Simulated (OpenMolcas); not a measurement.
## Re⁶⁺ complex: multiconfigurational calculation

Re⁶⁺ with 6 ligands (Cl and NH3; tetragonal octahedron, 2.4 Å), with no charges around it. Computed at this level: state-averaged SS-CASPT2, IPEA shift 0.25, imaginary shift 0.1 hartree, closed shells 5s 5p of the metal and the valence shells of the ligands correlated, active space 1 electron in the shell 5d, basis ANO-RCC-VTZP on the metal and ANO-RCC-VDZP on the ligands, DKH2 scalar Hamiltonian, spin-orbit coupling by RASSI with atomic mean-field integrals (OpenMolcas).

## The input
```
&GATEWAY
Coord
13

Re 0.0 0.0 0.0
Cl 2.400000 0.000000 0.000000
Cl 0.000000 2.400000 0.000000
Cl -2.400000 0.000000 0.000000
Cl 0.000000 -2.400000 0.000000
N 0.000000 0.000000 2.047200
H 0.945728 0.000000 2.429299
H -0.472864 0.819024 2.429299
H -0.472864 -0.819024 2.429299
N 0.000000 0.000000 -2.047200
H -0.945728 0.000000 -2.429299
H 0.472864 -0.819024 -2.429299
H 0.472864 0.819024 -2.429299
Basis=Re.ANO-RCC-VTZP,Cl.ANO-RCC-VDZP,H.ANO-RCC-VDZP,N.ANO-RCC-VDZP
Group=XYZ
NoMove
AngMom=0.0 0.0 0.0
AMFI
RICD
&SEWARD
&RASSCF
FileOrb=start.orb
Symmetry=1
Spin=2
nActEl=1 0 0
Inactive=38 42
Ras2=5 0
CIRoot=5 5 1
SDav=5
CIMx=300
Iter=150 100
PrWF=0.3
OrbListing=Nothing
MaxOrb=0
LevShft=1.0
>>> COPY $Project.JobIph JOB001
&RASSI
NrOfJobIphs=1 5
1 2 3 4 5
IphNames
JOB001
EJob
SpinOrbit
DIPRint=1.0
SOCoupling=1000.0
Subsets=2
Property=9
'ANGMOM' 1 'ANGMOM' 2 'ANGMOM' 3 'MLTPL  1' 1 'MLTPL  1' 2 'MLTPL  1' 3
'AMFI' 1 'AMFI' 2 'AMFI' 3
SOProperty=3
'ANGMOM' 1 'ANGMOM' 2 'ANGMOM' 3
>>> COPY JOB001 $Project.JobIph
&CASPT2
Multistate=5 1 2 3 4 5
NoMult
Frozen=25 27
IPEA=0.25
Imaginary=0.1
MaxIter=60
WThr=0.0 0.3 0.05
PrWF=0.5
NoMix
```

The file start.orb holds starting orbitals from an earlier step. A driver script formed the levels outside the program, from RASSI's spin-orbit matrix and the CASPT2 energies (for multi-state variants, the effective Hamiltonian), averaged over the components of each term or state. The log and the time are those of the CASPT2 step.

Run as:
```bash
OMP_NUM_THREADS=1 MOLCAS_MEM=2457 MOLCAS_PROJECT=a pymolcas a.inp > a.log  # once for each step of the input, in one work folder
```

## Output (extracts)
```
--- CASPT2 ---
Orbital specifications:
      -----------------------

      Symmetry species                           1   2
                                                ag  au
      Frozen orbitals                           25  27
      Inactive orbitals                         13  15
      Active orbitals                            5   0
      Secondary orbitals                        73  76
      Deleted orbitals                           0   0
      Number of basis functions                116 118
Type of calculation                        SS-CASPT2
      Fock operator                              state-specific
      IPEA shift                                 0.25
      Real shift                                 0.00
      Imaginary shift                            0.10
      The input orbitals will be transformed to quasi-canonical
Reference energy:      -18632.1294702493
      E2 (Non-variational):      -1.6136619895
      Shift correction:          -0.0041176260
      E2 (Variational):          -1.6177796155
      Total energy:          -18633.7472498648
      Residual norm:              0.0000008608
      Reference weight:           0.59467
      Contributions to the CASPT2 correlation energy
      Active & Virtual Only:          0.0000000109
      One Inactive Excited:          -0.0823852269
      Two Inactive Excited:          -1.5312767734
Reference energy:      -18632.1294166460
      E2 (Non-variational):      -1.6126264160
      Shift correction:          -0.0041022990
      E2 (Variational):          -1.6167287150
      Total energy:          -18633.7461453611
      Residual norm:              0.0000007393
      Reference weight:           0.59508
      Contributions to the CASPT2 correlation energy
      Active & Virtual Only:          0.0000000102
      One Inactive Excited:          -0.0813747441
      Two Inactive Excited:          -1.5312516821
::    CASPT2 Root  1     Total energy: -18633.74724986
::    CASPT2 Root  2     Total energy: -18633.74614536
::    CASPT2 Root  3     Total energy: -18633.73190177
::    CASPT2 Root  4     Total energy: -18633.59911445
::    CASPT2 Root  5     Total energy: -18633.57058157
```

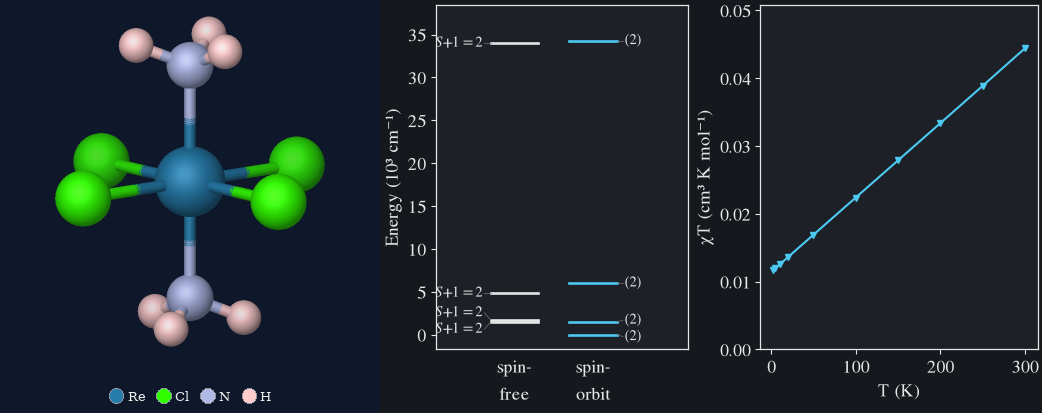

Figure 1. Re⁶⁺ (5d) with 6 ligands, Cl⁻ with axial NH₃, at 2.4 Å (arrangement: tetragonal octahedron, Ci), axial distortion 0.853, and its levels and susceptibility. Labels give the representation in O, Td, D4 or D3 as the site allows (double group for half-integer spin) where it could be assigned and, in brackets, the degeneracy; spin-free states, where drawn, share the zero of the spin-orbit levels. Powder susceptibility by Van Vleck's formula. The ground level is a Kramers doublet, 100 % from states of spin multiplicity 2. Its principal g values are 0.01, 0.32 and 0.52. The next level lies at 1,480 cm⁻¹. χT is 0.0117 cm³ K mol⁻¹ at 2 K and 0.0444 at 300 K, an effective moment of 0.60 μB.

## Key numbers

```
                                 quantity                                                                 value
                                  outcome                                                             converged
      energy of the lowest spin-free term                                                  −18633.74725 hartree
    energy of the lowest spin-orbit level                                                  −18633.75403 hartree
                CASPT2 correlation energy                                                       −1.6178 hartree
largest spread among components of a term                                                              0.0 cm⁻¹
                  lowest reference weight                                                                 0.582
                                 hardware  1 thread of Arm Neoverse V1, 24 GiB of memory available, shared host
                                wall time                                                                  80 s
                              peak memory                                                              0.65 GiB
```

## Remarks

Limits: covalent bonds, ligand orbitals missing from the active space; distances are set from ionic radii, not optimised.
